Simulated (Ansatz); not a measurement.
H$_{16}$SiSn$_{8}$ (Sn9H16 ring disc)

```
atom    x (Å)    y (Å)    z (Å)
  Si  -1.5436  -1.5462   1.2493
  Sn   1.7391  -1.7425  -1.8274
  Sn  -1.7457   1.7332  -1.8293
  Sn   1.5986   1.6061   1.3134
  Sn  -3.1289  -0.0836  -0.1932
  Sn  -0.0775  -3.1282  -0.1931
  Sn  -0.0830  -0.0794   2.8153
  Sn   3.2894   0.0159  -0.2783
  Sn   0.0041   3.2920  -0.2793
   H  -2.4198  -2.4235   2.1189
   H   0.8680  -0.8360  -3.0201
   H   2.7466  -2.8753  -2.6736
   H  -2.8782   2.7361  -2.6812
   H  -0.8312   0.8632  -3.0168
   H   2.5609   2.5687   2.4005
   H  -4.1469  -1.1106  -1.1532
   H  -4.1595   0.8196   0.8721
   H  -1.1035  -4.1449  -1.1558
   H   0.8239  -4.1605   0.8721
   H   0.8676  -1.1073   3.8418
   H  -1.1154   0.8701   3.8386
   H   4.3271  -0.9162   0.7556
   H   4.3099   1.0047  -1.2764
   H  -0.9310   4.3280   0.7536
   H   0.9912   4.3142  -1.2774
```

Geometry: PBE-D4/def2-SVP; core potentials replace the inner electrons of Sn.

All numbers below come from RKS PBE0-D4/def2-SVP in Ansatz 0.2.0.

> Predict the electron density and electron localisation function between the atoms.

Sn–Sn (2.81 Å): ρ at the midpoint is about 0.39 e/Å³; the ELF peaks at about 0.75 between the atoms.
Sn–H (1.74 Å): ρ is about 1.1 e/Å³ halfway; the ELF climbs to about 1 towards the hydrogen.

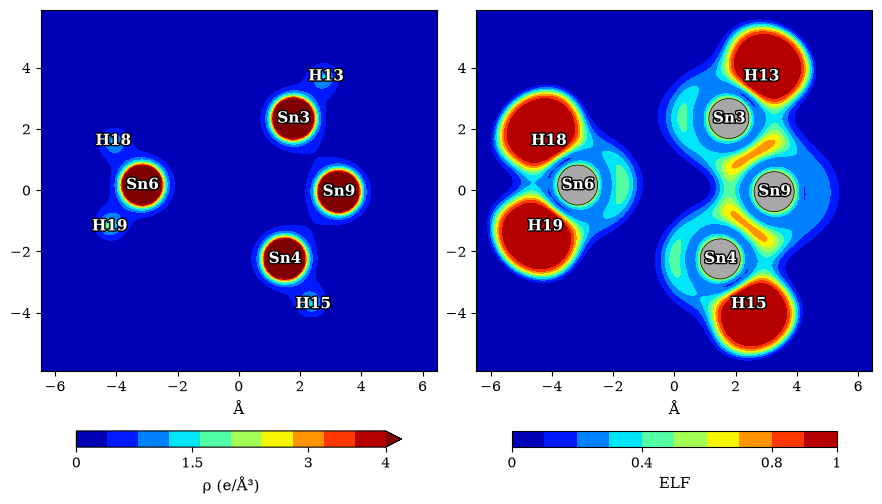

Computed electron density and electron localisation function on the plane of atoms Sn3, Sn9 and Sn4, in this order. Grey discs cover the atomic cores in the ELF map. 
